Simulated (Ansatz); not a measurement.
# GaSn (hypothetical, Fm-3m): phonons against volume, part 2 of 4

Aim: how the vibrations of GaSn (hypothetical) shift with volume, and the expansion that follows. The crystal structure is hypothetical: it was made by swapping elements on a known structure type.

Ansatz 0.2.0; DFT PBEsol, scalar-relativistic, plane waves, PAW.

So far. Step 2 (Probe on a coarse mesh): The start is under 359 GPa at this level and looks like a metal on this mesh.

**4. Finding the static equilibrium**

The vibrations must be taken about the equilibrium of this functional, not about the starting cell, so the structure is relaxed.

Input file input.yaml:

```yaml
crystal:
  lattice:
    - [0.0, 2.839718723, 2.839718723]
    - [2.839718723, 0.0, 2.839718723]
    - [2.839718723, 2.839718723, 0.0]
  atoms:
    - { symbol: Sn, position: [0.5, 0.5, 0.5] }
    - { symbol: Ga, position: [0.0, 0.0, 0.0] }
kpoints:
  mp_grid: { grid: [12, 12, 12] }
hamiltonian:
  xc: pbesol
scf:
  occupations: { method: gaussian, width: 0.1 }
output:
  forces: true
  stress: true
  eigenvalues: true
  write_density: true
  write_potential: true
  elf: true
  volumetric_format: npy
relax:
  adjacent_minimum: "off"
  f_tol: 0.005
  max_steps: 80
  cell: { stress_tol: 0.05 }
```

On the command line:

```sh
> ansatz run input.yaml --threads 4 --pin off --max-ram 8192MiB --backend cpu --events-out ev --progress --plain --runs-dir out
```

Numbers of over 12 decimals in the logs are rounded to 6 here.

The log of the run:

```text
[...]
Crystal: 2 atoms, lattice volume = 45.799 Å³
Basis set: ecut = 420 eV, 893 PW (Γ), exchange–correlation on 54×54×54 points (8 copies of the dense FFT grid, shifted against one another)
Bands: 18, of which v1, the nominal top of the filled ones, is band 14 counted from 1 (13 counted from 0)
Symmetry: 48 space group operations
[...]
k-points: 72 of 1728
[...]
SCF iter   1: F=—  HF=-9692.859928 eV  |F-HF|=—  |Δ(HF+E_count)|=         —  Δρ=2.58e-3  dr2=2.51e-3  ethr=1.77e-3  ⟨swp⟩=5.4  Hψ=6166  notcnv=0
[...]
SCF iter   7: F=-9692.857492 eV  HF=-9692.857492 eV  |F-HF|=2.36e-9  |Δ(HF+E_count)|=   4.28e-7  Δρ=5.91e-6  dr2=2.15e-8  ethr=3.70e-10  ⟨swp⟩=8.3  Hψ=9099  notcnv=0
SCF 1 converged in 7 iterations: F = -9692.857492 eV  dr2 = 2.15e-8
[...]
relax step   1: F+E_penalty+E_count = -9692.85749228 eV  Δ(F+E_penalty+E_count) = +0.000e0 eV  max|allowed force component| = 2.125e-29 eV/Å  Δτ_max = 0.0000 Å  P = +0.190 GPa  Ω = 45.799 Å³  (7 SCF iters, dr2 threshold 1.00e-7 eV, accepted)
Crystal: 2 atoms, lattice volume = 46.029 Å³
[...]
SCF iter   4: F=-9692.857509 eV  HF=-9692.857509 eV  |F-HF|=2.86e-9  |Δ(HF+E_count)|=   1.73e-7  Δρ=1.04e-5  dr2=3.94e-8  ethr=3.36e-10  ⟨swp⟩=9.0  Hψ=8677  notcnv=0
SCF 2 converged in 4 iterations: F = -9692.857509 eV  dr2 = 3.94e-8
relax step   2: F+E_penalty+E_count = -9692.85750918 eV  Δ(F+E_penalty+E_count) = -1.690e-5 eV  max|allowed force component| = 1.012e-29 eV/Å  Δτ_max = 0.0000 Å  P = -0.089 GPa  Ω = 46.029 Å³  energy of the carried Pulay correction = -5.480e-5 eV  (4 SCF iters, dr2 threshold 9.07e-8 eV, accepted)
Crystal: 2 atoms, lattice volume = 45.955 Å³
[...]
SCF iter   4: F=-9692.857547 eV  HF=-9692.857547 eV  |F-HF|=5.18e-10  |Δ(HF+E_count)|=   1.86e-8  Δρ=2.82e-6  dr2=2.17e-9  ethr=7.31e-11  ⟨swp⟩=7.3  Hψ=6767  notcnv=0
SCF 3 converged in 4 iterations: F = -9692.857547 eV  dr2 = 2.17e-9
relax step   3: F+E_penalty+E_count = -9692.85754714 eV  Δ(F+E_penalty+E_count) = -3.796e-5 eV  max|allowed force component| = 1.499e-29 eV/Å  Δτ_max = 0.0000 Å  P = -0.001 GPa  Ω = 45.955 Å³  energy of the carried Pulay correction = -3.734e-5 eV  (4 SCF iters, dr2 threshold 1.97e-8 eV, accepted)
[...]
SCF iter   1: F=—  HF=-9692.857594 eV  |F-HF|=—  |Δ(HF+E_count)|=         —  Δρ=5.23e-6  dr2=3.72e-9  ethr=2.51e-7  ⟨swp⟩=2.1  Hψ=9041  notcnv=0
eigensolver tolerance schedule: the retry pair's looser diagonalisation over-reported the residual by 18223.28 of it (diagonalisation noise at an unbounded share of the residual, at the tolerance the schedule requests for it); recorded, not acted on — ethr = c·dr2/N_el stays at c = 1.0e-1
[...]
SCF iter   2: F=—  HF=-9692.857591 eV  |F-HF|=—  |Δ(HF+E_count)|=   2.61e-6  Δρ=4.57e-6  dr2=4.18e-9  ethr=1.38e-11  ⟨swp⟩=3.2  Hψ=2967  notcnv=0
[...]
SCF iter   5: F=-9692.857591 eV  HF=-9692.857591 eV  |F-HF|=3.64e-12  |Δ(HF+E_count)|=  2.91e-11  Δρ=1.25e-7  dr2=9.45e-12  ethr=1.00e-12  ⟨swp⟩=5.8  Hψ=5379  notcnv=0
SCF 4 converged in 5 iterations: F = -9692.857591 eV  dr2 = 9.45e-12
relax step   4: F+E_penalty+E_count = -9692.85759115 eV  Δ(F+E_penalty+E_count) = -4.401e-5 eV  max|allowed force component| = 1.262e-29 eV/Å  Δτ_max = 0.0000 Å  P = -0.001 GPa  Ω = 45.955 Å³  stress off target by 9.28e-4 GPa  SCF on the basis re-selected at this cell (its energy is not comparable with the rows above)  (5 SCF iters)
[...]
SCF converged after 5 iterations
Free energy (F): -9692.857591 eV
[...]
Internal energy: -9692.853534 eV  (E = F + TS)
E sigma→0 (E₀):  -9692.855562 eV
Entropy (-TS):   -0.004057 eV (-2.029 meV/atom)
Fermi energy:    10.025778 eV
[...]
--- Stress (GPa, compression-positive) ---
       -0.000928      -0.000000      -0.000000
       -0.000000      -0.000928      -0.000000
       -0.000000      -0.000000      -0.000928
  P = ⅓ Tr σ = -0.0009 GPa (-0.009 kbar)
--- Band table (eV; the first three rows and the last of 72) ---
  k-point 0: bands = [... 10 lower, -1.0750, 11.3343, 11.3343, 11.3343, 11.8949, 16.9937, 16.9937, 16.9937]
  k-point 1: bands = [... 10 lower, -0.9772, 10.0106, 11.3278, 11.3278, 12.8938, 16.6600, 16.6600, 16.6790]
  k-point 2: bands = [... 10 lower, -0.6837, 8.3449, 11.3290, 11.3290, 13.5057, 15.6317, 15.6317, 16.1837]
  k-point 71: bands = [... 10 lower, 3.5413, 4.4235, 6.4625, 6.4625, 13.7502, 14.1046, 17.3482, 17.3482]
--- Relaxed structure (3 steps of the walk, 3 accepted, 1 SCFs on fresh bases) ---
[...]
cell:  # Å, volume = 45.9553 Å³
    - [0, 2.842945, 2.842945]
    - [2.842945, 0, 2.842945]
    - [2.842945, 2.842945, 0]
  atoms:
    - { symbol: Sn, position: [0.5, 0.5, 0.5] }
    - { symbol: Ga, position: [0, 0, 0] }
```

The job ended after 3.3 s (4 threads of Arm Neoverse V2, shared host; peak memory 0.4 GiB; 12 s of CPU time).

The steps of the relaxation:

| step | energy less that of the first step (eV) | largest force component (eV/Å) | pressure (GPa) | volume (Å³) |
| --- | --- | --- | --- | --- |
| 1 | 0.0000 | 0.0000 | 0.19 | 45.80 |
| 2 | 0.0000 | 0.0000 | -0.09 | 46.03 |
| 3 | -0.0001 | 0.0000 | 0.00 | 45.96 |
| 4* | -0.0001 | 0.0000 | 0.00 | 45.96 |

Relaxation steps marked * repeat the geometry before them on a plane-wave basis chosen anew for their cell, so energy and pressure can jump there.

Forces are held to the 48 operations that the run works with; a distortion that breaks them can't arise in this run.

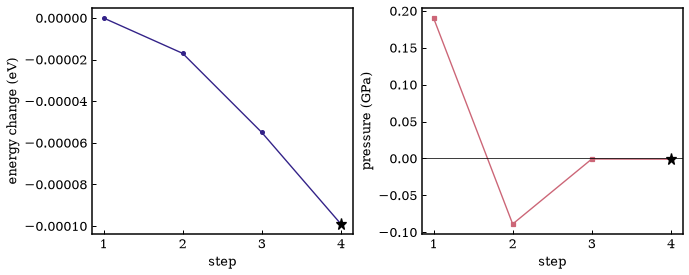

Energy and pressure along the relaxation. Stars mark steps on a basis chosen anew.

```csv
"conventional cell, symmetrised",before,after,change
a (Å),5.679,5.686,+0.1 %
b (Å),5.679,5.686,+0.1 %
c (Å),5.679,5.686,+0.1 %
volume (Å³/atom),22.90,22.98,+0.3 %
```

Final coordinates:

```xyz
2
Lattice="0.0000 2.8429 2.8429 2.8429 0.0000 2.8429 2.8429 2.8429 0.0000" Properties=species:S:1:pos:R:3 pbc="T T T"
Sn    2.8429    2.8429    2.8429
Ga    0.0000    0.0000    0.0000
```

Numbers from this step:

```
pressure        : -9.28e-4 GPa
volume per atom : 22.98 Å³
```

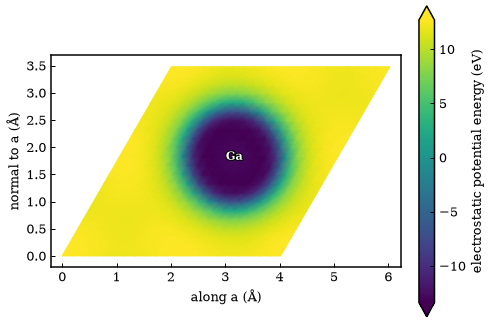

Electrostatic potential energy in the ac plane of the cell as run, not the conventional one, at fractional y = 0.000, with atoms of Ga within 0.2 Å of it. With pseudopotentials it is smooth inside the atoms' cores, unlike the true potential. The map starts off the cell's origin, so that atoms lie inside it.

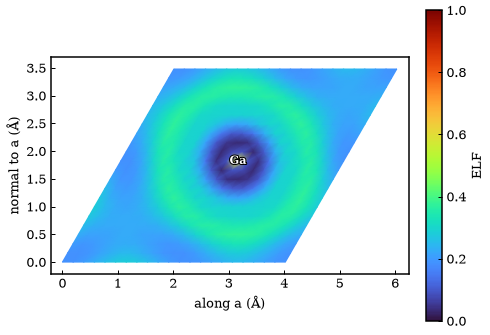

ELF in the ac plane of the cell as run, not the conventional one, at fractional y = 0.000, with atoms of Ga within 0.2 Å of it. It is the smooth field of the valence electrons, not physical close to the nuclei. The map starts off the cell's origin, so that atoms lie inside it.

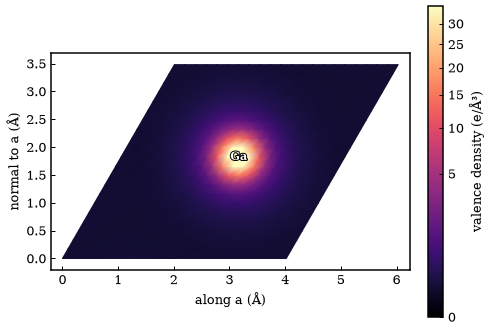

Valence density in the ac plane of the cell as run, not the conventional one, at fractional y = 0.000, with atoms of Ga within 0.2 Å of it. It is the smooth field of the valence electrons, not physical close to the nuclei. The map starts off the cell's origin, so that atoms lie inside it. The colour scale is stretched toward low values.

**5. Relaxing to small residual forces and stress**

The relaxation is repeated with tighter thresholds on force and stress, since phonons are sensitive to what is left; a change of mesh or smearing in the input moves the cell too.

Input file input.yaml:

```yaml
crystal:
  lattice:
    - [0.0, 2.8429451248, 2.8429451248]
    - [2.8429451248, 0.0, 2.8429451248]
    - [2.8429451248, 2.8429451248, 0.0]
  atoms:
    - { symbol: Sn, position: [0.5, 0.5, 0.5] }
    - { symbol: Ga, position: [0.0, 0.0, 0.0] }
kpoints:
  mp_grid: { grid: [12, 12, 12] }
hamiltonian:
  xc: pbesol
scf:
  occupations: { method: methfessel_paxton, width: 0.15 }
output:
  forces: true
  stress: true
  eigenvalues: true
relax:
  adjacent_minimum: "off"
  f_tol: 0.001
  max_steps: 60
  cell: { stress_tol: 0.01 }
```

The log of the run:

```text
[...]
Crystal: 2 atoms, lattice volume = 45.955 Å³
Basis set: ecut = 420 eV, 893 PW (Γ), exchange–correlation on 54×54×54 points (8 copies of the dense FFT grid, shifted against one another)
Bands: 18, of which v1, the nominal top of the filled ones, is band 14 counted from 1 (13 counted from 0)
Symmetry: 48 space group operations
[...]
k-points: 72 of 1728
[...]
k-point 71: bands = [... 10 lower, 3.5478, 4.4294, 6.4675, 6.4675, 13.7596, 14.1135, 17.3563, 17.3563]
--- Relaxed structure (2 steps of the walk, 2 accepted, 1 SCFs on fresh bases) ---
[...]
cell:  # Å, volume = 45.9321 Å³
    - [0, 2.842467, 2.842467]
    - [2.842467, 0, 2.842467]
    - [2.842467, 2.842467, 0]
  atoms:
    - { symbol: Sn, position: [0.5, 0.5, 0.5] }
    - { symbol: Ga, position: [0, 0, 0] }
[key lines of the parts left out:]
SCF converged after 6 iterations
Free energy (F): -9692.855211 eV
Fermi energy:    10.032434 eV
P = ⅓ Tr σ = 0.0088 GPa (0.088 kbar)
```

The job ended after 2.5 s (4 threads; peak memory 0.39 GiB; 8.8 s of CPU time).

Little changed from the start: no atom moved by 0.005 Å and no cell edge by 0.1 %.

This step gave:

```
pressure        : 0.008841 GPa
volume per atom : 22.97 Å³
```

The residual pressure is 0.0088 GPa, small enough for phonons.

**6. Phonons, V/V0 1**

Phonons at this volume give one point of F(V, T); meshes stay fixed along the series.

Input file input.yaml:

```yaml
crystal:
  lattice:
    - [0.0, 2.8424668449, 2.8424668449]
    - [2.8424668449, 0.0, 2.8424668449]
    - [2.8424668449, 2.8424668449, 0.0]
  atoms:
    - { symbol: Sn, position: [0.5, 0.5, 0.5] }
    - { symbol: Ga, position: [0.0, 0.0, 0.0] }
kpoints:
  mp_grid: { grid: [12, 12, 12] }
hamiltonian:
  xc: pbesol
scf:
  occupations: { method: methfessel_paxton, width: 0.15 }
output:
  eigenvalues: true
phonons:
  method: dfpt
  qmesh: [4, 4, 4]
  temperatures: { t_max: 1000, t_step: 50 }
  qpath:
    path:
      - [[0.0, 0.0, 0.0], [0.5, 0.0, 0.5], [0.625, 0.25, 0.625]]
      - [[0.375, 0.375, 0.75], [0.0, 0.0, 0.0], [0.5, 0.5, 0.5], [0.5, 0.25, 0.75], [0.5, 0.0, 0.5]]
    npoints: 10
```

The log of the run:

```text
[...]
Crystal: 2 atoms, lattice volume = 45.932 Å³
Basis set: ecut = 420 eV, 893 PW (Γ), exchange–correlation on 54×54×54 points (8 copies of the dense FFT grid, shifted against one another)
Bands: 18, of which v1, the nominal top of the filled ones, is band 14 counted from 1 (13 counted from 0)
Symmetry: 48 space group operations
k-points: 72 of 1728
[...]
SCF iter   1: F=—  HF=-9692.857661 eV  |F-HF|=—  |Δ(HF+E_count)|=         —  Δρ=2.56e-3  dr2=2.52e-3  ethr=1.77e-3  ⟨swp⟩=5.2  Hψ=6055  notcnv=0
[...]
SCF iter  10: F=-9692.855211 eV  HF=-9692.855211 eV  |F-HF|=0.00e0  |Δ(HF+E_count)|=  1.51e-10  S|Δr|=    0.00e0  Δρ=3.45e-8  dr2=3.22e-13  ethr=1.00e-12  ⟨swp⟩=5.6  Hψ=6768  notcnv=0
SCF 1 converged in 10 iterations: F = -9692.855211 eV  dr2 = 3.22e-13
[...]
phonons: the bands overlap, so this run is a metal and interpolates without the dipole-dipole term. If the crystal is really an insulator or semiconductor, its LO-TO splitting is missing
NSCF: frozen V_eff on 72 k-points
[...]
DFPT response loops at q = (0, 0, 0) (fractional): preconditioner auto → Kerker (q_TF=auto, 2.497 Å⁻¹) (partly filled bands, converged f_vac=0.000); β = 1.00, the filter's whole step (`scf.mixing.beta` (0.50) is not read by the response loops under this deck's `scf.mixing.preconditioner`; to damp them name `kerker` or `kerker_dos`, under which they read `scf.mixing.beta`, and type it under 1.00, their step now; both keys bind the ground state too); Broyden in place of MSR1
[...]
SCF converged after 10 iterations
[...]
Free energy (F): -9692.855211 eV
[...]
Internal energy: -9692.855934 eV  (E = F + TS)
E sigma→0 (E₀):  -9692.855392 eV
Entropy (-TS):   0.000723 eV (0.361 meV/atom)
Fermi energy:    10.032434 eV
[...]
--- Band table (eV; the first three rows and the last of 72) ---
  k-point 0: bands = [... 10 lower, -1.0716, 11.3419, 11.3419, 11.3419, 11.9072, 17.0018, 17.0018, 17.0018]
  k-point 1: bands = [... 10 lower, -0.9738, 10.0191, 11.3353, 11.3353, 12.9048, 16.6694, 16.6694, 16.6868]
  k-point 2: bands = [... 10 lower, -0.6801, 8.3526, 11.3365, 11.3365, 13.5163, 15.6406, 15.6406, 16.1931]
  k-point 71: bands = [... 10 lower, 3.5478, 4.4294, 6.4675, 6.4675, 13.7596, 14.1135, 17.3563, 17.3563]
--- Phonons (Γ-DFPT): 2 representative perturbations + reference (Σ response iterations 7) ---
  ASR residual: 4.884e-5 → 0.000e0 eV/Å²; symmetrization residual: 6.152e-6 eV/Å²
  ASR residual per site (eV/Å²): 4.88e-5 1.61e-5
  Γ frequencies (cm⁻¹): 0.00 0.00 0.00 145.56 145.56 145.56
--- Phonons (arbitrary-q DFPT): 8 irreducible q on the 4×4×4 mesh ---
  q = [0.0000, 0.0000, 0.0000] (star 1, of the zone-centre solve; hermiticity 3.60e-6, symmetrization 9.25e-12): 0.00 0.00 0.00 145.56 145.56 145.56
  q = [0.0000, 0.0000, 0.2500] (star 8, 2 solved perturbations on 936 of 1728 k-point pairs; hermiticity 2.84e-6, symmetrization 6.23e-12): 53.76 53.76 66.38 120.67 127.76 127.76
[...]
q = [0.0000, 0.2500, 0.2500] (star 6, 4 solved perturbations in 1608 linear systems a pass and spin channel, the states on 510 of 1728 k-point pairs; hermiticity 2.71e-6, symmetrization 1.82e-12): 4.73 4.73 43.72 123.68 149.83 149.83
[...]
sum rule: each row above includes the acoustic sum rule's correction from the zone centre's row sums; it moved no ω² by more than (0.33 cm⁻¹)²
  mesh force constants: q→R imaginary residual 9.67e-18; ASR residual 4.884e-5 → 0.000e0 eV/Å²; symmetrization residual 3.331e-15 eV/Å²
  interpolated dispersion: 62 rows × 6 modes
  density of states and harmonic sums: on the 20×20×20 q-mesh, interpolated from the force constants of a 4×4×4 supercell (no non-analytic term)
  largest difference from the sums on the solved wave vectors: F 2.33e-2 eV, S 2.43e-5 and C_V 6.45e-7 eV/K
  zero-point energy: 0.034173 eV/cell   skipped modes (ω ≤ 0): 97, of them read as no rigid motion or as one in doubt: 94 (3.203e-1 modes/cell left out, lowest -32.22 cm⁻¹)   left out of the sums: 5.34e-2 of the cell's modes: C_V's classical limit lies that fraction below 3 k_B per atom; for a crystal, a wire or a layer, F and S can be off by more, and a phonons.interpolated_qmesh denser along its periods is the remedy for the sampling
```

Wall time 5.2 min (4 threads); peak memory 3.4 GiB; 20 min of CPU time.

Numbers from this step:

```
Γ frequencies                : 0, 0, 0, 145.6, 145.6, 145.6 cm⁻¹ (negative: imaginary)
lowest frequency on the path : -32.22 cm⁻¹
point group                  : m-3m
highest frequency            : 173.7 cm⁻¹
```

No LO-TO term. The phonon branches at the labelled points (cm⁻¹):

```
    point  branch 1  branch 2  branch 3  branch 4  branch 5  branch 6
        Γ         0         0         0       146       146       146
        X       -19       -19        25       157       157       174
        U        39        42        54       139       143       165
jump to K        39        42        54       139       143       165
        Γ         0         0         0       146       146       146
        L        71        71        93       105       105       120
        W         9         9        88       116       163       163
        X       -19       -19        25       157       157       174
```

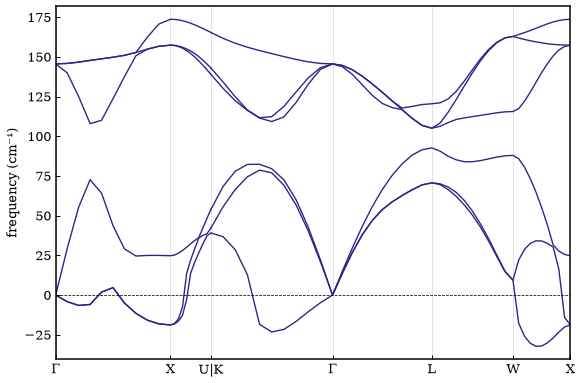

Phonon branches along the path.

The phonon density of states has structure finer than the step of the table below, so its rows give means over 10 cm⁻¹, whole bins alone (the curve runs from -33 to 175 cm⁻¹). Peaks (cm⁻¹: height): 71.0: 0.0491, 83.0: 0.0614, 115.0: 0.0732, 149.0: 0.0727.

Tetrahedra on 20 20 20, mean over bins of 2 cm⁻¹. Table of phonon density of states by wavenumber; means over each step:

| wavenumber (cm⁻¹) | phonon density of states (1/cm⁻¹/cell) |
| --- | --- |
| -20 | 0.0117 |
| -10 | 0.0105 |
| 0 | 0.0107 |
| 10 | 0.0115 |
| 20 | 0.0149 |
| 30 | 0.0292 |
| 40 | 0.0392 |
| 50 | 0.0370 |
| 60 | 0.0390 |
| 70 | 0.0452 |
| 80 | 0.0419 |
| 90 | 0.00633 |
| 100 | 2.1e-5 |
| 110 | 0.0391 |
| 120 | 0.0542 |
| 130 | 0.0460 |
| 140 | 0.0515 |
| 150 | 0.0677 |
| 160 | 0.0346 |
| 170 | 0.00694 |

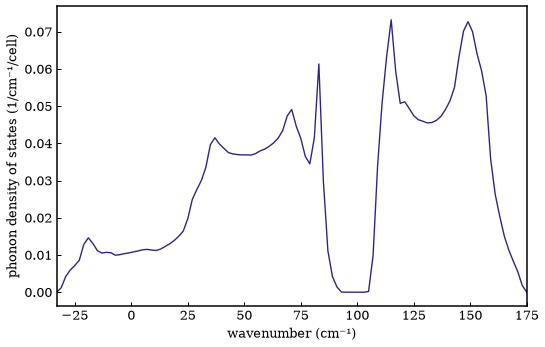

Phonon density of states against wavenumber.

The modes has structure finer than the step of the table below, so its rows give means over 20 cm⁻¹, whole bins alone (the curve runs from -41.3 to 188 cm⁻¹). Peaks (cm⁻¹: height): Ga 39.6: 0.015, 113.2: 0.0564, 149.3: 0.0436; Sn -11.0: 0.0106, 42.4: 0.0267, 54.0: 0.0284, 64.1: 0.0367, 72.8: 0.0416, 82.9: 0.0404, 149.3: 0.0266.

Phonopy on the run's constants, 17x17x17 mesh, Gaussian sigma 2.0 cm⁻¹. The modes by wavenumber; means over each step; values in 1/cm⁻¹/cell:

```
wavenumber (cm⁻¹)       Ga       Sn
              -20  0.00501  0.00769
                0  0.00224  0.00353
               20  0.00699   0.0113
               40   0.0134   0.0234
               60   0.0104   0.0291
               80  0.00409   0.0319
              100  0.00613   6.9e-4
              120   0.0433  0.00862
              140   0.0351   0.0185
              160   0.0224   0.0145
```

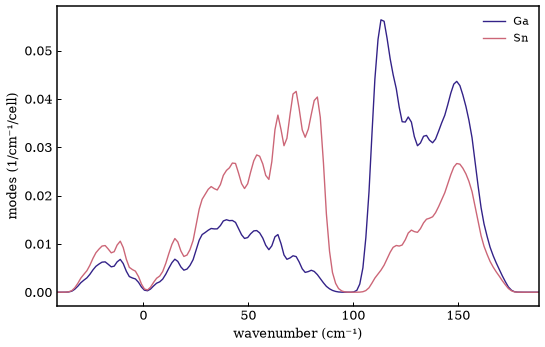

Modes, plotted against wavenumber.

No LO-TO term. Modes at Γ, with each element's share of the kinetic energy:

```
mode  frequency (cm⁻¹)  symmetry  Sn %  Ga %
   1               0.0       T1u    63    37
   2               0.0       T1u    63    37
   3               0.0       T1u    63    37
   4             145.6       T1u    37    63
   5             145.6       T1u    37    63
   6             145.6       T1u    37    63
```

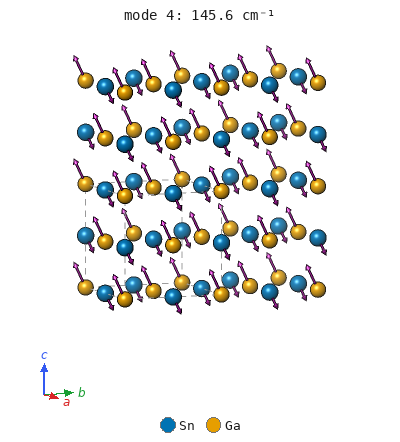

Displacement patterns of mode 4 at Γ; arrows are exaggerated. 1×2×2 conventional cells are drawn. Some periodic images of atoms are drawn too.

The lowest solved frequency is -18.8 cm⁻¹, so the cell is unstable here and gives no valid free energy.

(Continued in part 3 of 4.)

[Logs are printed without paths, hosts, clocks, repeated set-up lines and the standing remarks that a program may print on its own settings, such as how far it seeks lower states.]

[Hosts, paths, dates, database ids (printed as entryN), source tags and the programs' standing remarks are cut or masked in the printed files.]

[A step with changed settings may run another functional than the one named; its input shows which.]

[Of the runs on displaced cells, only some may be shown.]
